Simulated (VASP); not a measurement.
Band structure of ErAlZn (space group P6_3/mmc). These are PBEsol GGA, VASP's PBE PAW potentials (set 64) (plane waves; VASP) values and carry that method's errors.

The 4f electrons are frozen in the core of the lanthanide potential, so 4f levels, which can set the real gap, and their magnetism are missing.

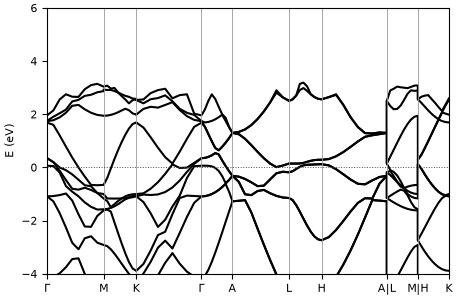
Figure: Bands along high-symmetry lines, zero at the valence-band maximum or, without a gap, the Fermi level

Task: Read the plot: is there a gap, and where are the band edges?

Result: It has no gap at this level: it comes out as a metal or semimetal. (Edges off the drawn lines would not show.)

The structure comes from a computed database's ErAlZn entry (P6_3/mmc); how it stands against other phases isn't given here. It was relaxed first.
